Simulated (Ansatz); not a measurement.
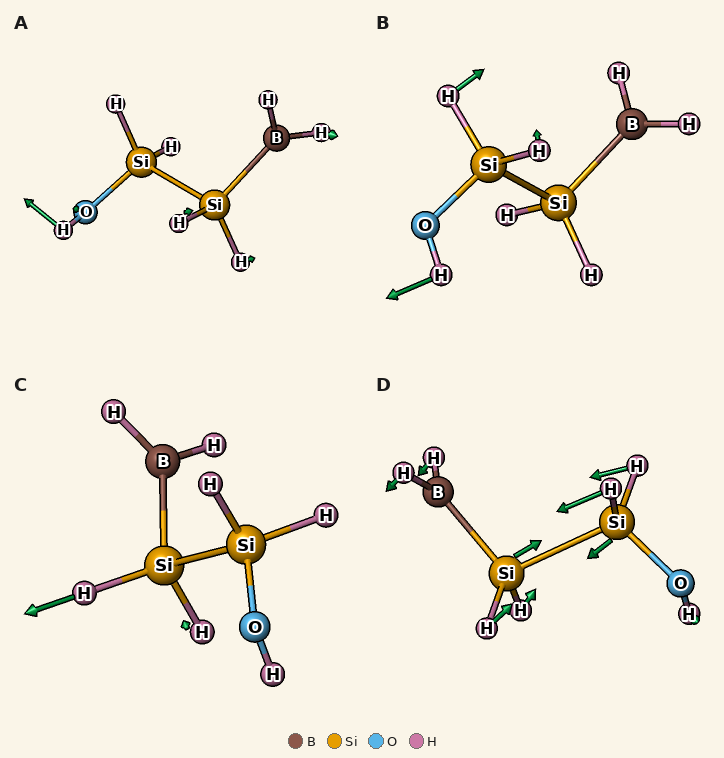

4 normal modes of one molecule or complex, as arrows. Harmonic vibrations computed with RKS PBE0-D4/def2-TZVP (Ansatz 0.2.0) at a stationary point of the same level.

Match the panels to the wavenumbers 174 cm⁻¹, 407 cm⁻¹, 908 cm⁻¹, 2208 cm⁻¹.

A: 174 cm⁻¹
B: 908 cm⁻¹, H–O–Si bending
C: 2208 cm⁻¹, Si–H stretching
D: 407 cm⁻¹, Si–Si stretching
